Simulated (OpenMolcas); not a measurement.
# One shape, several levels: singlet [BH2]+

Aim: a comparison of 6 runs (BHLYP/def2-TZVPPD, BLYP/def2-TZVPPD, M06-L/def2-TZVPPD, PBE0/def2-TZVPPD, TPSS/def2-TZVPPD, revPBE/def2-TZVPPD) of singlet [BH2]+. 

The calculation is run with OpenMolcas 26.06.

## (1) The system as given

The species is [BH2]+ (3 atoms), meant as a singlet with charge +1. SMILES of the parent species: `[BH2]`. The coordinates come from a PBE0-D4/def2-TZVP relaxation. That shape belongs to the parent species and isn't relaxed for this state.

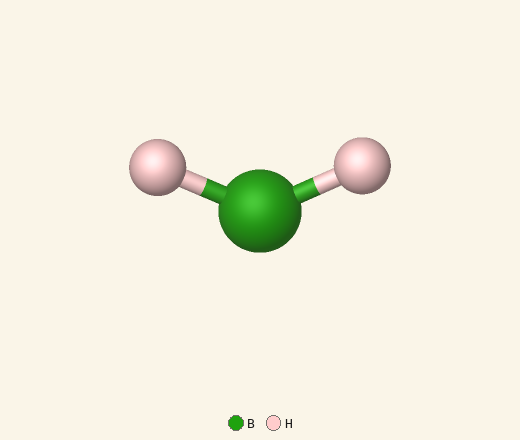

Viewed from a chosen angle; boron green, hydrogen pink.

## (2) A single-point energy at BHLYP/def2-TZVPPD (run 1)

Contents of input.xyz:

```xyz
3

B      0.265070    -0.167660     0.129730
H      0.292070     1.014920     0.270850
H     -0.557150    -0.847260    -0.400590
```

Contents of mol.inp:

```
&GATEWAY
  BasLib=$CurrDir
  Coord=input.xyz
  Basis=def2-TZVPPD
  Group=NoSym

&SEWARD
  GridInput
  Grid=UltraFine
  End of Grid

&SCF
  Charge=1
  KSDFT=HYB_GGA_XC_BHANDHLYP
  Thresholds=1e-10 1e-07 1e-07 1e-05
  PrOrbitals=1 1
```

The basis set def2-TZVPPD is read from a file made from the Basis Set Exchange's data (not shown).

On the command line:

```sh
export MOLCAS_MEM=1860
pymolcas mol.inp > mol.log
```

The log of the run:

```text
--- Start Module: gateway ---
[...]
--- Stop Module: gateway /rc=_RC_ALL_IS_WELL_ ---
--- Start Module: seward ---
[...]
      Basis functions           71
--- Stop Module: seward /rc=_RC_ALL_IS_WELL_ ---
[...]
--- Start Module: scf ---
[...]
       Convergence after  11 Iterations
[...]
::    Total KS-DFT energy                             -25.5944866865
[...]
      Total spin, S                                     0.0000000000
[...]
      Total electronic charge=    6.000000
      Total            charge=    1.000000
[...]
      Dipole Moment (debye):
      Origin of the operator (angstrom)=    0.2035   -0.1287    0.0996
                   X=  4.7883E-01               Y= -3.0286E-01               Z=  2.3435E-01           Total=  6.1313E-01
      Center of Charge (angstrom)
[...]
--- Stop Module: scf /rc=_RC_ALL_IS_WELL_ ---
[...]
```

It took 9 s on 1 thread of Arm Neoverse V1, shared host; peak memory 0.42 GiB.

## (3) The energy at BLYP/def2-TZVPPD (run 2)

Contents of calc.input:

```
* BH2 Kohn-Sham DFT
&gateway
baslib
$CurrDir
basisset
B.def2-TZVPPD....
B1 0.265070 -0.167660 0.129730 angstrom
End of Basis
basisset
H.def2-TZVPPD....
H2 0.292070 1.014920 0.270850 angstrom
H3 -0.557150 -0.847260 -0.400590 angstrom
End of Basis
&seward
gridinput
Grid=UltraFine
End of Grid
&scf
charge
1
ksdft
BLYP
thresholds
1e-10 1e-07 1e-07 1e-05
prorbitals
1
```

The basis set def2-TZVPPD is read from a file made from the Basis Set Exchange's data (not shown).

On the command line:

```sh
export MOLCAS_MEM=1860
pymolcas calc.input > calc.log
```

The log of the run:

```text
--- Start Module: gateway ---
[...]
--- Stop Module: gateway /rc=_RC_ALL_IS_WELL_ ---
--- Start Module: seward ---
[...]
      Basis functions           71
--- Stop Module: seward /rc=_RC_ALL_IS_WELL_ ---
[...]
--- Start Module: scf ---
[...]
       Convergence after  12 Iterations
[...]
::    Total KS-DFT energy                             -25.5871140526
[...]
      Total spin, S                                     0.0000000000
[...]
      Total electronic charge=    6.000000
      Total            charge=    1.000000
[...]
      Dipole Moment (debye):
      Origin of the operator (angstrom)=    0.2035   -0.1287    0.0996
                   X=  4.2777E-01               Y= -2.7057E-01               Z=  2.0936E-01           Total=  5.4775E-01
      Center of Charge (angstrom)
[...]
--- Stop Module: scf /rc=_RC_ALL_IS_WELL_ ---
[...]
```

Run time: 9.3 s. Hardware: 1 thread of Arm Neoverse V1, shared host; peak memory 0.42 GiB.

Runs 3 to 5 aren't shown in full; the table further down has their settings and results.

## (4) The energy at revPBE/def2-TZVPPD (run 6)

Contents of struct.xyz:

```xyz
3

B      0.265070    -0.167660     0.129730
H      0.292070     1.014920     0.270850
H     -0.557150    -0.847260    -0.400590
```

Contents of job.input:

```
&GATEWAY
 BasLib=$CurrDir
 Coord=struct.xyz
 Basis=def2-TZVPPD
 Group=NoSym

&SEWARD
 GridInput
 Grid=UltraFine
 End of Grid

&SCF
 Charge=1
 KSDFT=revPBE
 Thresholds=1e-10 1e-07 1e-07 1e-05
 PrOrbitals=1 2
```

The basis set def2-TZVPPD is read from a file made from the Basis Set Exchange's data (not shown).

On the command line:

```sh
export MOLCAS_MEM=1860
pymolcas job.input > job.log
```

The log of the run:

```text
--- Start Module: gateway ---
[...]
--- Stop Module: gateway /rc=_RC_ALL_IS_WELL_ ---
--- Start Module: seward ---
[...]
      Basis functions           71
--- Stop Module: seward /rc=_RC_ALL_IS_WELL_ ---
[...]
--- Start Module: scf ---
[...]
       Convergence after  12 Iterations
[...]
::    Total KS-DFT energy                             -25.5927810866
[...]
      Total spin, S                                     0.0000000000
[...]
      Total electronic charge=    6.000000
      Total            charge=    1.000000
[...]
      Dipole Moment (debye):
      Origin of the operator (angstrom)=    0.2035   -0.1287    0.0996
                   X=  4.4135E-01               Y= -2.7916E-01               Z=  2.1601E-01           Total=  5.6514E-01
      Center of Charge (angstrom)
[...]
--- Stop Module: scf /rc=_RC_ALL_IS_WELL_ ---
[...]
```

Run time: 9.6 s. Hardware: 1 thread of Arm Neoverse V1, shared host; peak memory 0.42 GiB.

## (5) The series

```
run               level  energy (Eh)  HOMO energy (eV)  LUMO energy (eV)  HOMO–LUMO gap (eV)  wall time
  1   BHLYP/def2-TZVPPD   -25.594487            -21.17            -10.78               10.39        9 s
  2    BLYP/def2-TZVPPD   -25.587114            -18.15            -13.20                4.94      9.3 s
  3   M06-L/def2-TZVPPD   -25.598371            -18.49            -12.33                6.17       15 s
  4    PBE0/def2-TZVPPD   -25.556232            -19.67            -11.96                7.72      9.9 s
  5    TPSS/def2-TZVPPD   -25.614251            -18.48            -12.79                5.69       14 s
  6  revPBE/def2-TZVPPD   -25.592781            -18.17            -13.11                5.06      9.6 s
```

## (6) Summary of results

```
            quantity         value
 run 6: total energy  -25.59278 Eh
  run 6: HOMO energy     -18.17 eV
  run 6: LUMO energy     -13.11 eV
run 6: HOMO–LUMO gap       5.06 eV
```

**Reading.** The HOMO–LUMO gap runs from 4.94 eV (BLYP/def2-TZVPPD) to 10.39 eV (BHLYP/def2-TZVPPD). Totals of different functionals can't be ranked against each other. All runs together took 67 s, the longest 15 s.
